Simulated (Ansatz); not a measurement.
B₁₂Hf (triplet)

Input

```
crystal:
  periodic: [false, false, false]
  atoms:
    - {symbol: Hf, position_ang: [-0.765208, 0.706110, 0.770693]}
    - {symbol: B, position_ang: [-1.185407, 0.174051, -1.561701]}
    - {symbol: B, position_ang: [-0.296883, 1.485070, -1.582625]}
    - {symbol: B, position_ang: [-0.591497, -1.637289, 1.713250]}
    - {symbol: B, position_ang: [0.828132, -1.061335, 1.255208]}
    - {symbol: B, position_ang: [-0.270898, -1.677475, 0.016355]}
    - {symbol: B, position_ang: [1.469680, 1.875187, 0.537907]}
    - {symbol: B, position_ang: [1.210506, 0.851974, -0.830429]}
    - {symbol: B, position_ang: [0.996403, -0.742475, -0.470659]}
    - {symbol: B, position_ang: [-1.776095, -1.043959, -0.738961]}
    - {symbol: B, position_ang: [0.566029, 2.412164, -0.631654]}
    - {symbol: B, position_ang: [-1.815033, -1.647753, 0.725057]}
    - {symbol: B, position_ang: [1.630258, 0.305742, 0.797567]}
basis:
  gaussian: {orbitals: def2-TZVP, initial_orbitals: start.molden}
magnetization: {spin_polarized: true, initial_magnetization: 2}
hamiltonian: {xc: pbe0, dispersion: d4}
scf: {omitted_lower_state_checks: [starts]}
output: {orbitals: {seedname: orbitals}}
```

Command:

```sh
ansatz run in.yaml --threads 4 --pin off --events-out ev --progress --plain --max-ram 6963MiB
```

Geometry: PBE-D4/def2-SVP; core potentials replace the inner electrons of Hf.

The calculation used UKS PBE0-D4/def2-TZVP in Ansatz 0.2.0.

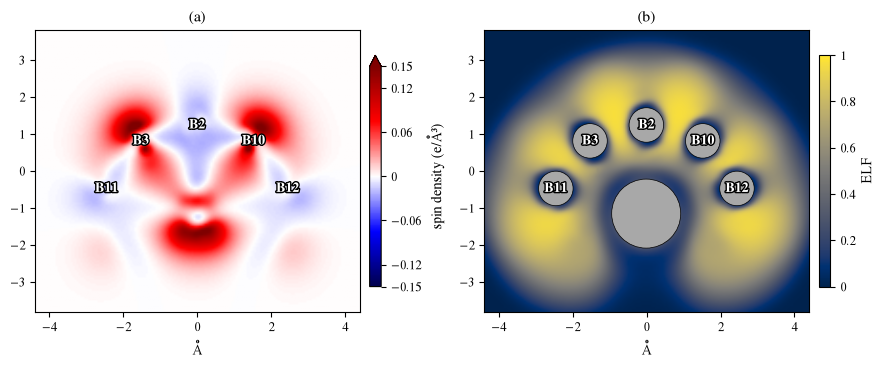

Figure 1. (a) spin density (α minus β); (b) electron localisation function on the plane of atoms B2, B10 and B12. Grey discs cover the atomic cores in the ELF map.

> What does the map show?

The section cuts through B sites.
B–B (1.58 Å): the ELF peaks at about 0.95 between the atoms; localised, covalent bonding.
The unpaired spin (2 electrons) lies mostly on Hf1 (about 0.4), B3 (about 0.2), B10 (about 0.2), B4 (about 0.2), B7 (about 0.2), B9 (about 0.1) and B5 (about 0.1), in electrons by Hirshfeld's partition.

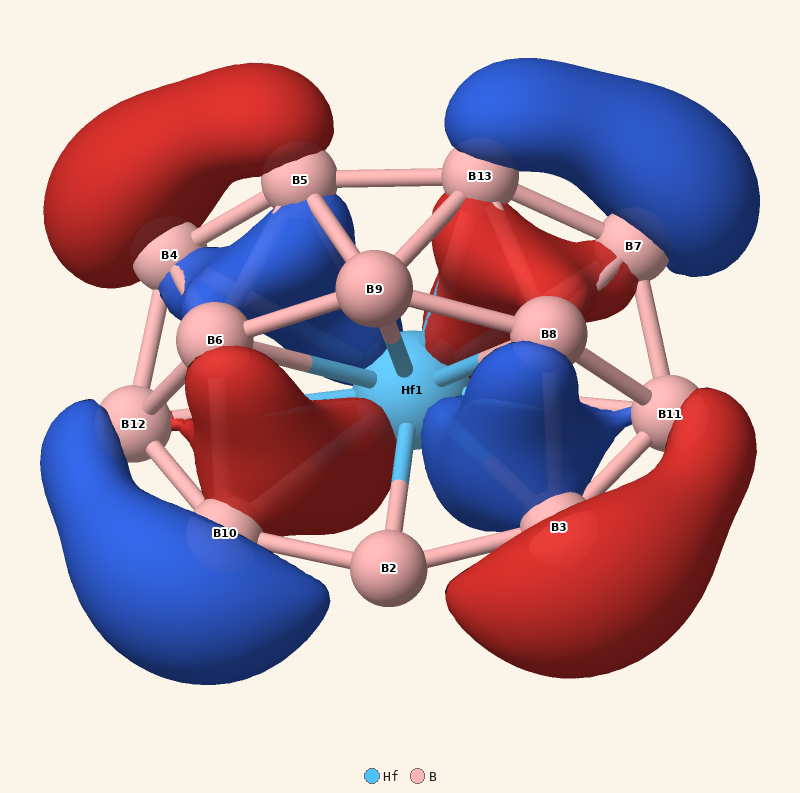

Figure 2. One frontier orbital at ±0.1 Å⁻³ᐟ² (blue and red are the two phases), seen across its widest extent.

> Which orbital is it: HOMO (α) or LUMO (α)?

The HOMO (α), at −5.80 eV. It lies mainly on Hf1 (about 15 %), B3 (about 15 %), B10 (about 15 %), B4 (about 10 %), B7 (about 10 %), B5 (about 5 %) and B13 (about 5 %).

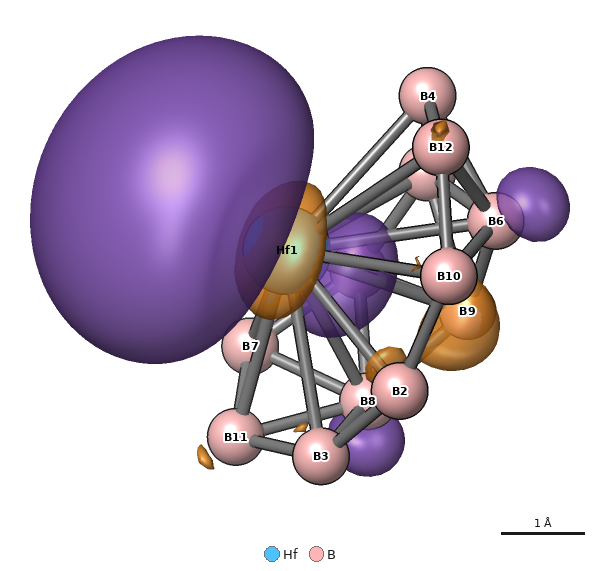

Figure 3. The LUMO (α) at ±0.08 Å⁻³ᐟ² (orange and purple are the two phases), seen at an oblique angle.

> What is the character of this orbital?

It lies mainly on Hf1 (about 80 %). Its energy is −2.72 eV.
